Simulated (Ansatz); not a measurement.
# SiClF3 + SiH4O: a complex and its separated parts, part 3 of 3

Ansatz 0.2.0, Gaussian basis. Earlier steps stand in the parts before.

### 19 CCSD(T)/def2-TZVPP

The inputs:

parta/in.yaml

```yaml
crystal:
  periodic: [false, false, false]
  atoms:
    - {symbol: Si, position_ang: [-0.230929, 0.987388, 1.840985]}
    - {symbol: F, position_ang: [-0.038954, -0.555492, 1.652677]}
    - {symbol: F, position_ang: [-1.490610, 1.435279, 1.025253]}
    - {symbol: Cl, position_ang: [-0.460908, 1.430267, 3.777492]}
    - {symbol: F, position_ang: [1.025111, 1.719563, 1.258671]}
basis:
  gaussian: {orbitals: def2-TZVPP}
correlation: {method: ccsd_t}
```

partb/in.yaml

```yaml
crystal:
  periodic: [false, false, false]
  atoms:
    - {symbol: O, position_ang: [0.225502, 0.338901, -1.081295]}
    - {symbol: Si, position_ang: [0.044601, -1.194024, -1.657936]}
    - {symbol: H, position_ang: [1.008946, 0.824015, -1.341599]}
    - {symbol: H, position_ang: [0.032033, -1.222453, -3.146526]}
    - {symbol: H, position_ang: [-1.254392, -1.673592, -1.134057]}
    - {symbol: H, position_ang: [1.139398, -2.089951, -1.193660]}
basis:
  gaussian: {orbitals: def2-TZVPP}
correlation: {method: ccsd_t}
```

Command:

```bash
$ ansatz run in.yaml --threads 4 --pin off --events-out ev --progress --plain --max-ram 66560MiB --backend cuda --devices 0, --max-vram 37GiB   # in parta
$ ansatz run in.yaml --threads 4 --pin off --events-out ev --progress --plain --max-ram 66560MiB --backend cpu   # in partb
```

Log of parta (excerpt; [...] marks lines left out):

```text
Functional definition: HF
  name "HF"
  cite "Fock, Z. Phys. 61, 126 (1930) doi:10.1007/BF01340294"
  parent pbe
[...]
1121 factors; integrals over basis functions are off by at most 9.3e-4 eV
[...]
mean field -28495.43238658 eV, -1047.1878253091 hartree, gradient 3.3e-6 eV, S^2 0.000000; 0 other end points of the search recorded, 0 dependent functions left out
13 core orbitals not correlated: weight in the atoms' cores, before any rotation towards them, 1.000 or more for the frozen orbitals, at most 0.000 for the correlated occupied ones
reference -28495.43238658 eV, -1047.1878253091 hartree; 16, 16 occupied and 148, 148 virtual orbitals, 1121 factors
second order -28.33233966 eV of doubles, -0.00000000 eV of singles
cycle   1  -28.16482293 eV  change    1.7e-1 eV  update   9.9e-2
[...]
cycle   9  -28.77030493 eV  change   -2.3e-6 eV  update   5.0e-6
perturbative correction -0.89888825 eV, -0.0330335340 hartree
Total energy: -28525.10157977 eV, -1048.2781480482 hartree
```

Output in partb (excerpt; [...] marks lines left out):

```text
[... 4 set-up lines as earlier in the session ...]
[...]
746 factors; integrals over basis functions are off by at most 1.0e-3 eV
[...]
mean field -9965.09455108 eV, -366.2104701685 hartree, gradient 2.3e-6 eV, S^2 0.000000; 0 other end points of the search recorded, 0 dependent functions left out
6 core orbitals not correlated: weight in the atoms' cores, before any rotation towards them, 1.000 or more for the frozen orbitals, at most 0.000 for the correlated occupied ones
reference -9965.09455108 eV, -366.2104701685 hartree; 7, 7 occupied and 116, 116 virtual orbitals, 746 factors
second order -10.23329791 eV of doubles, -0.00000000 eV of singles
cycle   1  -10.56903182 eV  change   -3.4e-1 eV  update   6.9e-2
[...]
cycle   9  -10.90288168 eV  change   -3.7e-6 eV  update   8.1e-6
perturbative correction -0.32823939 eV, -0.0120625750 hartree
Total energy: -9976.32567214 eV, -366.6232062549 hartree
```

They took 2.8 s (parta, 1 × a share of an NVIDIA H100 with 4 threads of AMD EPYC 7R13, shared host), 2.5 s (partb, 4 threads of AMD EPYC 7R13, shared host); peak memory 0.79 GiB.

### 20 CCSD(T)/def2-QZVPP

Each input of step 19 (parta, partb) changes in the same lines:

```diff
-  gaussian: {orbitals: def2-TZVPP}
+  gaussian: {orbitals: "def2-QZVPP.json"}
```

The basis file named in the input lies beside it (Basis Set Exchange, JSON).

Command:

```bash
$ ansatz run in.yaml --threads 4 --pin off --events-out ev --progress --plain --max-ram 66560MiB --backend cuda --devices 0, --max-vram 37GiB   # in parta
$ ansatz run in.yaml --threads 4 --pin off --events-out ev --progress --plain --max-ram 66560MiB --backend cpu   # in partb
```

Log of parta (excerpt; [...] marks lines left out):

```text
[... 4 set-up lines as earlier in the session ...]
[...]
1911 factors; integrals over basis functions are off by at most 9.8e-4 eV
[...]
mean field -28496.45084595 eV, -1047.2252530006 hartree, gradient 2.3e-6 eV, S^2 0.000000; 0 other end points of the search recorded, 0 dependent functions left out
13 core orbitals not correlated: weight in the atoms' cores, before any rotation towards them, 1.000 or more for the frozen orbitals, at most 0.000 for the correlated occupied ones
reference -28496.45084595 eV, -1047.2252530006 hartree; 16, 16 occupied and 282, 282 virtual orbitals, 1911 factors
second order -31.13089965 eV of doubles, -0.00000000 eV of singles
cycle   1  -30.73440213 eV  change    4.0e-1 eV  update   9.9e-2
[...]
cycle   9  -31.36658259 eV  change   -5.3e-6 eV  update   5.7e-6
perturbative correction -1.09045799 eV, -0.0400735922 hartree
Total energy: -28528.90788654 eV, -1048.4180272420 hartree
```

partb printed (excerpt; [...] marks lines left out):

```text
[... 4 set-up lines as earlier in the session ...]
[...]
1466 factors; integrals over basis functions are off by at most 1.1e-3 eV
[...]
mean field -9965.46002095 eV, -366.2239009384 hartree, gradient 2.4e-6 eV, S^2 0.000000; 0 other end points of the search recorded, 0 dependent functions left out
6 core orbitals not correlated: weight in the atoms' cores, before any rotation towards them, 1.000 or more for the frozen orbitals, at most 0.000 for the correlated occupied ones
reference -9965.46002095 eV, -366.2239009384 hartree; 7, 7 occupied and 234, 234 virtual orbitals, 1466 factors
second order -11.04504237 eV of doubles, -0.00000000 eV of singles
cycle   1  -11.25263006 eV  change   -2.1e-1 eV  update   6.9e-2
[...]
cycle   9  -11.59502780 eV  change   -8.0e-6 eV  update   9.0e-6
perturbative correction -0.38024622 eV, -0.0139737908 hartree
Total energy: -9977.43529496 eV, -366.6639841414 hartree
```

They took 6.5 s (parta, 1 × a share of an NVIDIA H100 with 4 threads of AMD EPYC 7R13, shared host), 28 s (partb, 4 threads of AMD EPYC 7R13, shared host); peak memory 5 GiB.

### 21 Vibrations of SiClF3

The input, vib-parta/in.yaml:

```yaml
crystal:
  periodic: [false, false, false]
  atoms:
    - {symbol: Si, position_ang: [-0.230929, 0.987388, 1.840985]}
    - {symbol: F, position_ang: [-0.038954, -0.555492, 1.652677]}
    - {symbol: F, position_ang: [-1.490610, 1.435279, 1.025253]}
    - {symbol: Cl, position_ang: [-0.460908, 1.430267, 3.777492]}
    - {symbol: F, position_ang: [1.025111, 1.719563, 1.258671]}
basis:
  gaussian: {orbitals: def2-TZVP}
hamiltonian: {xc: pbe0, dispersion: d4}
phonons: {temperatures: {t_min: 298.15, t_max: 900, t_step: 200}}
```

Command:

```bash
$ ansatz run in.yaml --threads 4 --pin off --events-out ev --progress --plain --max-ram 66560MiB --backend cuda --devices 0, --max-vram 37GiB
```

What it wrote (excerpt; [...] marks lines left out):

```text
[... 5 set-up lines as earlier in the session ...]
[...]
1004 factors; their error is unknown
[...]
mean field -28547.18003240 eV, -1049.0895162169 hartree, gradient 2.2e-6 eV, S^2 0.000000; 0 other end points of the search recorded, 0 dependent functions left out
[...]
Atom 2 at    -1.490610     1.435279     1.025253 Å, force    -0.001231     0.000351    -0.001422 eV/Å
Atom 3 at    -0.460908     1.430267     3.777492 Å, force     0.000228     0.000184     0.001103 eV/Å
Atom 4 at     1.025111     1.719563     1.258671 Å, force     0.001405     0.001247    -0.000677 eV/Å
Dipole moment:    -0.015598     0.030065     0.131422 e Å
Vibrations: 216.88 216.92 339.20 339.22 345.45 592.64 882.10 1013.69 1013.71 cm⁻¹, zero-point energy 0.307469 eV
```

Wall time 25 s (1 × a share of an NVIDIA H100 with 4 threads of AMD EPYC 7R13, shared host); peak host memory 0.82 GiB.

Wavenumbers and character of the modes:

| mode | wavenumber (cm⁻¹) | character |
| --- | --- | --- |
| 1 | 217 | bend |
| 2 | 217 | bend |
| 3 | 339 | bend |
| 4 | 339 | bend |
| 5 | 345 | bend |
| 6 | 593 | Si–Cl stretch |
| 7 | 882 | Si–F stretch |
| 8 | 1014 | Si–F stretch |
| 9 | 1014 | Si–F stretch |

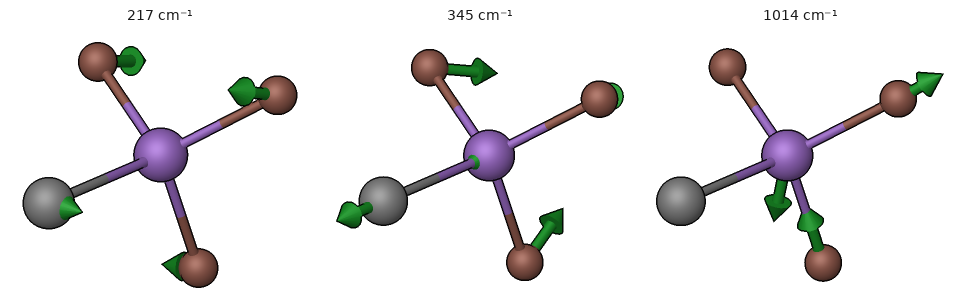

How the atoms move in 3 of the modes.

Vibrational sums (real modes only):

| T (K) | entropy (J/mol/K) | heat capacity (J/mol/K) |
| --- | --- | --- |
| 298 | 35.1 | 44.8 |
| 498 | 61.9 | 59.2 |
| 698 | 83.0 | 65.7 |
| 898 | 100.0 | 69.0 |

### 22 Vibrations of SiH4O

The input, vib-partb/in.yaml:

```yaml
crystal:
  periodic: [false, false, false]
  atoms:
    - {symbol: O, position_ang: [0.225502, 0.338901, -1.081295]}
    - {symbol: Si, position_ang: [0.044601, -1.194024, -1.657936]}
    - {symbol: H, position_ang: [1.008946, 0.824015, -1.341599]}
    - {symbol: H, position_ang: [0.032033, -1.222453, -3.146526]}
    - {symbol: H, position_ang: [-1.254392, -1.673592, -1.134057]}
    - {symbol: H, position_ang: [1.139398, -2.089951, -1.193660]}
basis:
  gaussian: {orbitals: def2-TZVP}
hamiltonian: {xc: pbe0, dispersion: d4}
phonons: {temperatures: {t_min: 298.15, t_max: 900, t_step: 200}}
```

Command:

```bash
$ ansatz run in.yaml --threads 4 --pin off --events-out ev --progress --plain --max-ram 66560MiB --backend cpu
```

What it wrote (excerpt; [...] marks lines left out):

```text
[... 5 set-up lines as earlier in the session ...]
[...]
595 factors; their error is unknown
[...]
mean field -9986.23324518 eV, -366.9873028483 hartree, gradient 4.1e-5 eV, S^2 0.000000; 0 other end points of the search recorded, 0 dependent functions left out
[...]
Atom 3 at     0.032033    -1.222453    -3.146526 Å, force    -0.001014     0.000455    -0.001989 eV/Å
Atom 4 at    -1.254392    -1.673592    -1.134057 Å, force     0.001587    -0.002657     0.000702 eV/Å
Atom 5 at     1.139398    -2.089951    -1.193660 Å, force    -0.000307     0.000094     0.001704 eV/Å
Dipole moment:     0.246732     0.048724    -0.128552 e Å
Vibrations: 196.51 679.90 718.95 848.49 908.37 946.56 967.18 993.28 2208.80 2213.92 2260.46 3930.91 cm⁻¹, zero-point energy 1.046014 eV
```

Run time: 13 s. Hardware: 4 threads of AMD EPYC 7R13, shared host.

Wavenumbers and character of the modes:

| mode | wavenumber (cm⁻¹) | character |
| --- | --- | --- |
| 1 | 197 | torsion |
| 2 | 680 | bend |
| 3 | 719 | bend |
| 4 | 848 | bend with Si–O stretch |
| 5 | 908 | bend with Si–O stretch |
| 6 | 947 | bend with torsion |
| 7 | 967 | bend with torsion |
| 8 | 993 | bend |
| 9 | 2209 | Si–H stretch |
| 10 | 2214 | Si–H stretch |
| 11 | 2260 | Si–H stretch |
| 12 | 3931 | O–H stretch |

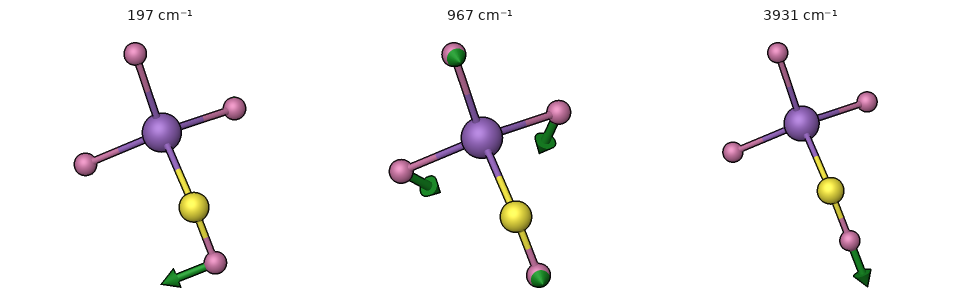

Displacements of 3 modes, as arrows.

Vibrational sums (real modes only):

| T (K) | entropy (J/mol/K) | heat capacity (J/mol/K) |
| --- | --- | --- |
| 298 | 14.3 | 24.4 |
| 498 | 32.0 | 45.2 |
| 698 | 49.6 | 58.7 |
| 898 | 65.6 | 68.0 |

### 23 Complex less separated parts

The complex's own energies come from single points at the same levels.

Rows are in def2-TZVPP.

Differences are taken before rounding.

| method | rung | complex less parts (eV) | from CCSD(T) (eV) |
| --- | --- | --- | --- |
| SPW92 | LDA | -0.239 | -0.088 |
| PBE-D4 | GGA | -0.176 | -0.025 |
| BLYP-D4 | GGA | -0.195 | -0.045 |
| r2SCAN-D4 | meta-GGA | -0.188 | -0.037 |
| B97M-V | meta-GGA | -0.173 | -0.022 |
| PBE0-D4 | hybrid | -0.174 | -0.023 |
| B3LYP-D4 | hybrid | -0.198 | -0.047 |
| r2SCAN0-D4 | hybrid | -0.185 | -0.034 |
| BHLYP-D4 | hybrid | -0.217 | -0.066 |
| CAM-B3LYP-D4 | range-separated hybrid | -0.201 | -0.051 |
| wB97X-V | range-separated hybrid | -0.178 | -0.027 |
| wB97M-V | range-separated hybrid | -0.186 | -0.035 |
| B2PLYP | double hybrid | -0.101 | +0.050 |
| PBE-QIDH | double hybrid | -0.121 | +0.030 |
| RPA on PBE | RPA | -0.138 | +0.013 |
| Hartree-Fock | wavefunction | -0.044 | +0.107 |
| MP2 | wavefunction | -0.142 | +0.009 |
| CCSD | wavefunction | -0.135 | +0.016 |
| CCSD(T) | wavefunction | -0.151 | 0 |

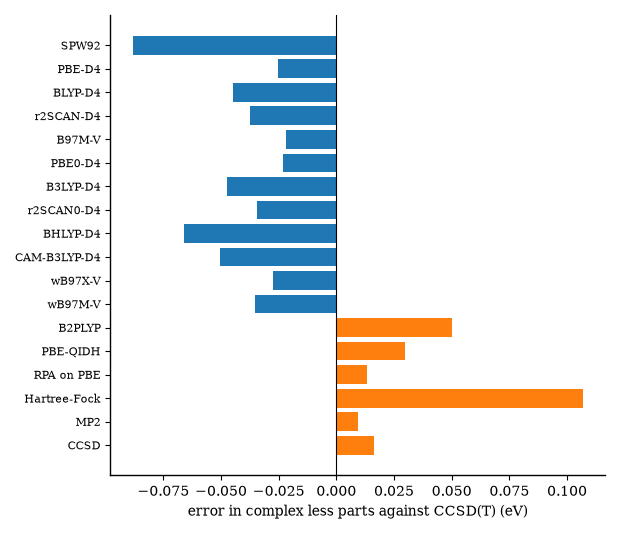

How far each level lands from CCSD(T).

The complex's zero-point energy, from a separate PBE0-D4 run, is 1.380 eV.

### 24 What came out

The summary covers parts 1 to 3.

```
                              quantity      value
complex less parts, CCSD(T)/def2-TZVPP  -0.151 eV
                with zero-point energy  -0.124 eV
                 largest T1 diagnostic      0.011
```

What this shows: At CCSD(T) the complex lies 0.151 eV below its parts. The functionals run from B97M-V, off by -0.022 eV, to SPW92, off by -0.088 eV, against CCSD(T). Mean unsigned error by rung: LDA 0.088, GGA 0.035, meta-GGA 0.030, hybrid 0.043, range-separated hybrid 0.038, double hybrid 0.040 eV. PBE-D4 gives a relative energy 0.025 eV too low, inside chemical accuracy (1 kcal/mol, 0.043 eV). No counterpoise was applied, and triple zeta lacks some correlation, so the CCSD(T) reference has a basis error of its own, and close matches with it are partly luck.
